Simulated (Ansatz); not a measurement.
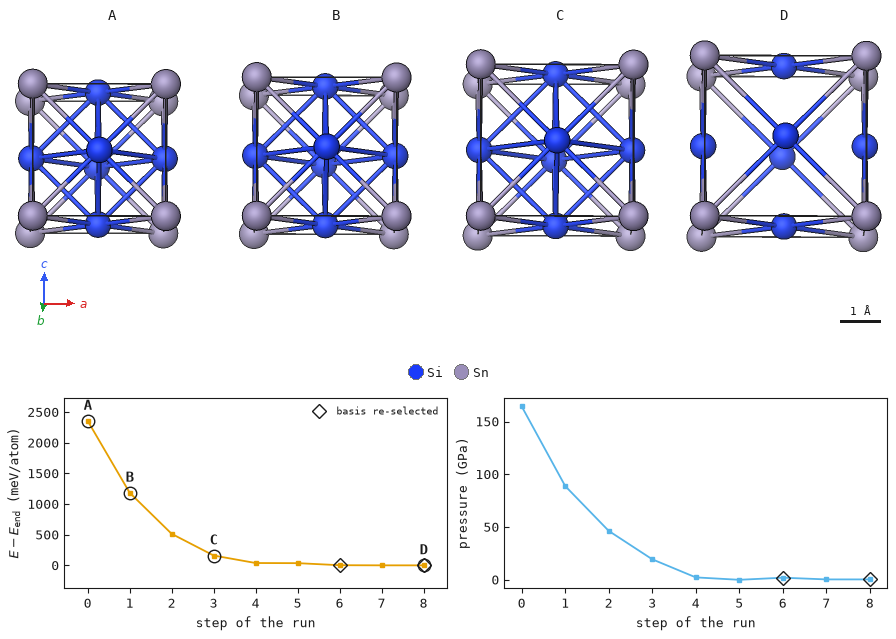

Frames of a relaxation of a crystal of Si₃Sn (a generated structure, set up in Pm-3m) (coarse preliminary run), marked on the history of the run. Style: ball-and-stick. Shown: the cell of the calculation, from a free direction.

Level of theory: DFT LDA, scalar-relativistic, plane waves, PAW in Ansatz 0.2.0.

Input
```yaml
crystal:
  lattice:
    - [3.3915564296, 0.0, 0.0]
    - [0.0, 3.3915564296, 0.0]
    - [0.0, 0.0, 3.3915564296]
  atoms:
    - { symbol: Si, position: [0.0, 0.5, 0.5] }
    - { symbol: Si, position: [0.5, 0.0, 0.5] }
    - { symbol: Si, position: [0.5, 0.5, 0.0] }
    - { symbol: Sn, position: [0.0, 0.0, 0.0] }
basis:
  ecutwfc: 420
kpoints:
  mp_grid: { grid: [6, 6, 6] }
hamiltonian:
  xc: lda
scf:
  occupations: { method: gaussian, width: 0.1 }
output:
  forces: true
  stress: true
  eigenvalues: true
relax:
  adjacent_minimum: "off"
  f_tol: 0.05
  max_steps: 80
  cell: { stress_tol: 0.5 }
```

Run as
```bash
ansatz run input.yaml --threads 2 --pin off --max-ram 7168MiB --backend cpu --events-out ev --progress --plain --runs-dir out
```

Describe the path.

Answer. Over 6 accepted moves (8 points after the start) the energy falls by 2357 meV per atom. All forces vanish by symmetry, so only the cell relaxes. The pressure goes from 164.35 to 0.31 GPa. At 2 points the geometry stayed and the basis and grid were re-selected for the new cell (energy shift of 33.4 meV per atom at most each time). The atoms keep their places relative to the cell (all moves are under 0.005 Å). Cell: a = b = c 3.392 → 4.119 Å (+21.5 %). Volume +79.1 %. Some distances before and after: Si1–Sn4 2.398 → 2.913 Å, Si1–Si2 2.398 → 2.913 Å. The space group stays Pm-3m (No. 221). From step 0 to 1: volume +15.7 %, energy −1173 meV per atom. From step 1 to 3: volume +30.5 %, energy −1024 meV per atom. From step 3 to 8: volume +18.6 %, energy −160 meV per atom.
